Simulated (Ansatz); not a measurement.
# Fields on a plane of TiP (space group P6_3/mmc)

```xyz
8
Lattice="3.4273 0.0000 0.0000 -1.7137 2.9681 0.0000 0.0000 0.0000 11.5143" Properties=species:S:1:pos:R:3 pbc="T T T"
Ti     0.0000     1.9788     4.4196
Ti     1.7137     0.9894     7.0947
Ti     1.7137     0.9894    10.1768
Ti     0.0000     1.9788     1.3376
P      1.7137     0.9894     2.8786
P      0.0000     1.9788     8.6357
P      0.0000     0.0000     5.7572
P      0.0000     0.0000     0.0000
```

The slice is a (0001) plane (indices of the conventional cell) through the point (0.333, 0.667, 0.116) (fractional), spanned by u = [110] and v = [1 -1 0] in vectors of this cell: u (3.43 Å) and v (5.94 Å, at 90° to u). It covers one period; positions are fractions (u, v).

Atoms on it: Ti at (0.00, 0.00); Ti at (0.50, 0.50).

The numbers are results of LDA (plane waves to 420 eV, PAW, scalar-relativistic; Ansatz, a first-principles code), not measurements. k mesh 16×16×4. These are valence fields of a PAW run, semicore shells included where kept as valence: close to a nucleus they are smooth pseudo fields. TiP is run without spin polarisation. TiP was relaxed with its symmetry unable to fall.

```
|@@@@%%**--..          ..--**%%@@|
|@@%%##++::              ::++##%%|
|##**++::..              ..::++**|
|----::..                  ..::--|
|......                      ....|
|                                |
|                                |
|                                |
|..            ......            |
|          ..::------::..        |
|        ..--++**##**++--..      |
|      ..::++##%%@@%%##++::..    |
|      ..--**%%@@@@@@%%**--..    |
|      ..--**@@@@@@@@@@**--..    |
|      ..--**%%@@@@@@%%**--..    |
|        ::++##%%@@%%##++::      |
|        ..::++**##**++::..      |
|          ..::------::..        |
|            ..........          |
|                                |
|                                |
|                                |
|....            ..            ..|
|----::..                  ..::--|
|##**++--..              ..--++**|
|@@%%##++::..          ..::++##%%|
|@@@@%%**--..          ..--**%%@@|
|@@@@@@**--..          ..--**@@@@|
```
Scale: ten equal steps from -0.81 (start of ' ') to 1.01 (end of '@'), in the order ' .:-=+*#%@'. Values: log₁₀ of the valence density in e/Å³. The map has 16 points along u (two characters each, u = 0 at the left) and 28 along v (v = 0 in the bottom row). The scale is logarithmic, as a density can span decades between atoms and voids.

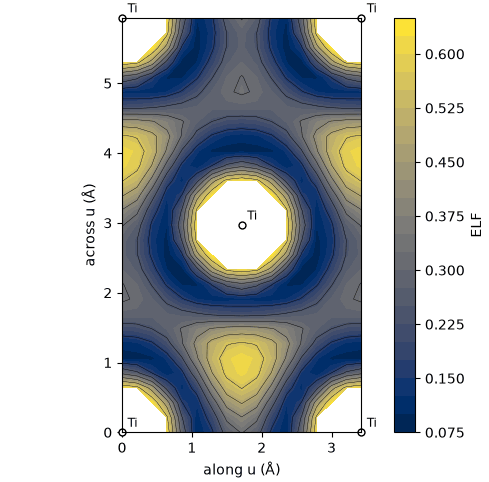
Figure: Electron localisation function (ELF), one period of the plane, atoms marked. Points within 0.5 Å of a nucleus are left white, as the pseudised field means little there.
